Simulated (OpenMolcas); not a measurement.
## Run report: Cu²⁺ complex, multiconfigurational calculation

- system: Cu²⁺ with 6 ligands (F; octahedron, 1.946 Å), embedded in KZnF3 by model potentials and point charges, whose field is part of the energies.
- method: state-averaged SS-CASPT2, IPEA shift 0.25, imaginary shift 0.1 hartree, closed shells 3s 3p of the metal and the valence shells of the ligands correlated, active space 9 electrons in the shell 3d, basis ANO-RCC-VDZP on the metal and ANO-RCC-VDZP on the ligands, DKH2 scalar Hamiltonian, spin-orbit coupling by RASSI with atomic mean-field integrals (OpenMolcas)

## Key numbers

- outcome: converged
- energy of the lowest spin-free term: −2254.24023 hartree
- energy of the lowest spin-orbit level: −2254.24071 hartree
- CASPT2 correlation energy: −1.7818 hartree
- largest spread among components of a term: 75.6 cm⁻¹
- lowest reference weight: 0.737
- hardware: 1 thread of Arm Neoverse V1, 24 GiB of memory available, shared host
- wall time: 16 s
- peak memory: 0.18 GiB

## Notes

The components of ²T2, which symmetry makes degenerate, are split by 76 cm⁻¹ in CASPT2. This is an artefact; the levels of such states rest on averages and are uncertain by about as much. Limits: orbital doublet at a regular site, Jahn-Teller distortion not allowed for; with a single d shell and no ligand orbitals active, the ligand field and the g values of a late 3d ion can be well off; the geometry is set by hand, with no relaxation.

## Input
```
&GATEWAY
Basis set
Cu.ANO-RCC-VDZP.
Cu1 0.0 0.0 0.0 Angstrom
End of basis
Basis set
F.ANO-RCC-VDZP.
L1 1.946000 0.000000 0.000000 Angstrom
L2 0.000000 1.946000 0.000000 Angstrom
L3 0.000000 0.000000 1.946000 Angstrom
End of basis
Basis set
Zn.EMB-AIMP.Lopez-Moraza.11s8p.1s1p.ECP.KZnF3.
PseudoCharge
* 3 symmetry-unique lattice sites within 7.6 angstrom
End of basis
Basis set
K.EMB-AIMP.Lopez-Moraza.0s.0s.ECP.KZnF3.
PseudoCharge
* 16 symmetry-unique lattice sites within 7.6 angstrom
End of basis
Basis set
Zn.EMB-AIMP.Lopez-Moraza.0s.0s.ECP.KZnF3.
PseudoCharge
* 10 symmetry-unique lattice sites within 7.6 angstrom
End of basis
Basis set
F.EMB-AIMP.Lopez-Moraza.0s.0s.ECP.KZnF3.
PseudoCharge
* 39 symmetry-unique lattice sites within 7.6 angstrom
End of basis
Symmetry
XYZ
AngMom=0.0 0.0 0.0
AMFI
RICD
XField
1521 Angstrom 0
* Evjen-weighted lattice charges
&SEWARD
&RASSCF
FileOrb=start.orb
Symmetry=1
Spin=2
nActEl=9 0 0
Inactive=18 21
Ras2=5 0
CIRoot=5 5 1
SDav=5
CIMx=300
Iter=150 100
PrWF=0.3
OrbListing=Nothing
MaxOrb=0
LevShft=1.0
>>> COPY $Project.JobIph JOB001
&RASSI
NrOfJobIphs=1 5
1 2 3 4 5
IphNames
JOB001
EJob
SpinOrbit
DIPRint=1.0
SOCoupling=1000.0
Subsets=2
Property=9
'ANGMOM' 1 'ANGMOM' 2 'ANGMOM' 3 'MLTPL  1' 1 'MLTPL  1' 2 'MLTPL  1' 3
'AMFI' 1 'AMFI' 2 'AMFI' 3
SOProperty=3
'ANGMOM' 1 'ANGMOM' 2 'ANGMOM' 3
>>> COPY JOB001 $Project.JobIph
&CASPT2
Multistate=5 1 2 3 4 5
NoMult
Frozen=5 6
IPEA=0.25
Imaginary=0.1
MaxIter=60
WThr=0.0 0.3 0.05
PrWF=0.5
NoMix
```

The file start.orb holds starting orbitals from an earlier step. A driver script formed the levels outside the program, from RASSI's spin-orbit matrix and the CASPT2 energies (for multi-state variants, the effective Hamiltonian), averaged over the components of each term or state. The log and the time are those of the CASPT2 step.

Launched with:
```bash
OMP_NUM_THREADS=1 MOLCAS_MEM=2457 MOLCAS_PROJECT=a pymolcas a.inp > a.log  # once for each step of the input, in one work folder
```

## Log (extracts)
```
--- CASPT2 ---
Orbital specifications:
      -----------------------

      Symmetry species                           1   2
                                                ag  au
      Frozen orbitals                            5   6
      Inactive orbitals                         13  15
      Active orbitals                            5   0
      Secondary orbitals                        46  52
      Deleted orbitals                           0   0
      Number of basis functions                 69  73
Type of calculation                        SS-CASPT2
      Fock operator                              state-specific
      IPEA shift                                 0.25
      Real shift                                 0.00
      Imaginary shift                            0.10
      The input orbitals will be transformed to quasi-canonical
Reference energy:       -2252.4584783408
      E2 (Non-variational):      -1.7808731497
      Shift correction:          -0.0008829240
      E2 (Variational):          -1.7817560737
      Total energy:           -2254.2402344145
      Residual norm:              0.0000000798
      Reference weight:           0.73675
      Contributions to the CASPT2 correlation energy
      Active & Virtual Only:         -0.2962739179
      One Inactive Excited:          -0.2359913056
      Two Inactive Excited:          -1.2486079262
Reference energy:       -2252.4584783408
      E2 (Non-variational):      -1.7808725486
      Shift correction:          -0.0008829250
      E2 (Variational):          -1.7817554736
      Total energy:           -2254.2402338144
      Residual norm:              0.0000000792
      Reference weight:           0.73675
      Contributions to the CASPT2 correlation energy
      Active & Virtual Only:         -0.2962735317
      One Inactive Excited:          -0.2359910138
      Two Inactive Excited:          -1.2486080030
::    CASPT2 Root  1     Total energy:  -2254.24023441
::    CASPT2 Root  2     Total energy:  -2254.24023381
::    CASPT2 Root  3     Total energy:  -2254.19805239
::    CASPT2 Root  4     Total energy:  -2254.19802952
::    CASPT2 Root  5     Total energy:  -2254.19770779
```

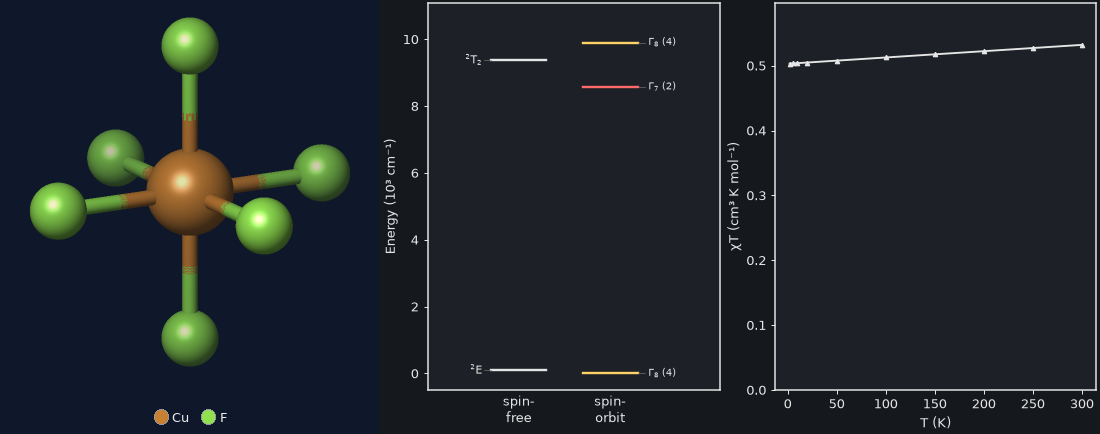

*Cu²⁺ (3d⁹) as a dopant in KZnF₃, a cluster with its 6 nearest F⁻ at 1.946 Å (octahedron) embedded in model potentials and point charges; the geometry was set, not optimised, and its levels and susceptibility. Labels give the representation in O, Td, D4 or D3 as the site allows (double group for half-integer spin) where it could be assigned and, in brackets, the degeneracy; spin-free states, where drawn, share the zero of the spin-orbit levels. Powder susceptibility by Van Vleck's formula.*

The ground level is Γ₈, 4-fold degenerate, 100 % from states of spin multiplicity 2. The next level lies at 8,570 cm⁻¹ (Γ₇). The lowest spin-free state is ²E, from the free-ion D term; of the same spin there follows at 9,280 cm⁻¹ (²T₂) above it. A ligand-field fit to the spin-free states gives |10Dq| = 9,280 cm⁻¹. χT is 0.503 cm³ K mol⁻¹ at 2 K and 0.532 at 300 K, an effective moment of 2.06 μB.
